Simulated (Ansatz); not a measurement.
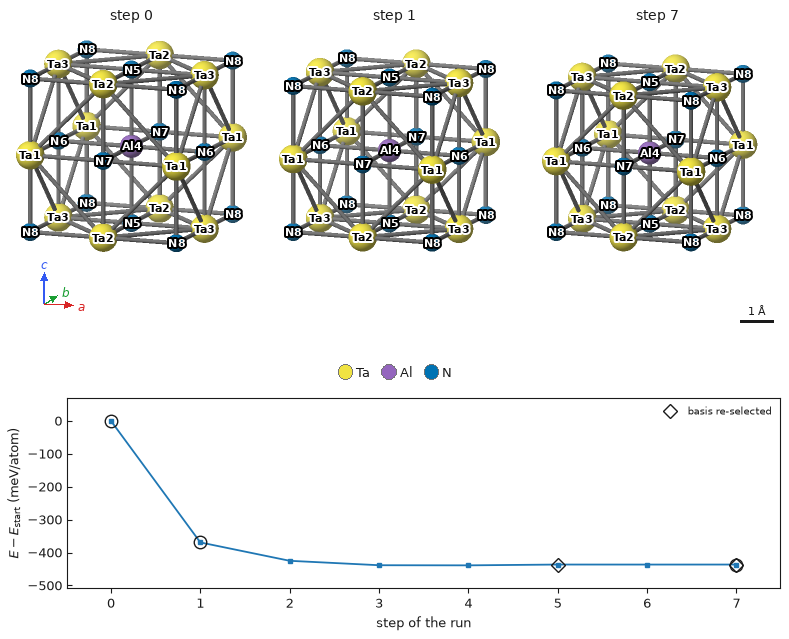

Frames of a relaxation of solid Ta$_{3}$AlN$_{4}$ (a generated structure, set up in Pm-3m) (coarse preliminary run), marked on the history of the run. The picture is a ball-and-stick view of the cell of the calculation, seen slightly off an axis.

Level of theory: DFT PBE, scalar-relativistic, plane waves, PAW in Ansatz 0.2.0. Settings: plane-wave cutoff 420 eV; k-point mesh 4 × 4 × 4; occupations gaussian; smearing width 0.1 eV; no spin polarisation; cell and atoms relaxed; force threshold 0.04 eV/Å; at most 70 steps.

**Describe the path.**

No atom moves by more than 0.005 Å relative to the cell. Cell: a = b = c 4.748 → 4.381 Å (−7.7 %). Volume −21.4 %. Near-neighbour distances that change, for instance: Ta1–Ta2 3.357 → 3.098 Å, Ta1–N6 2.374 → 2.190 Å, Al4–N5 2.374 → 2.190 Å. The space group stays Pm-3m (No. 221). The energy falls by 436 meV per atom in 5 accepted moves (7 points after the start). All forces vanish by symmetry, so only the cell relaxes. Pressure: −39.96 GPa at the start and 0.00 GPa at the end. At 2 points the geometry stayed and the basis and grid were re-selected for the new cell (energy shift of 2.5 meV per atom at most each time). From step 0 to 1: volume −13.9 %, energy −369 meV per atom. From step 1 to 7: volume −8.7 %, energy −67.2 meV per atom.
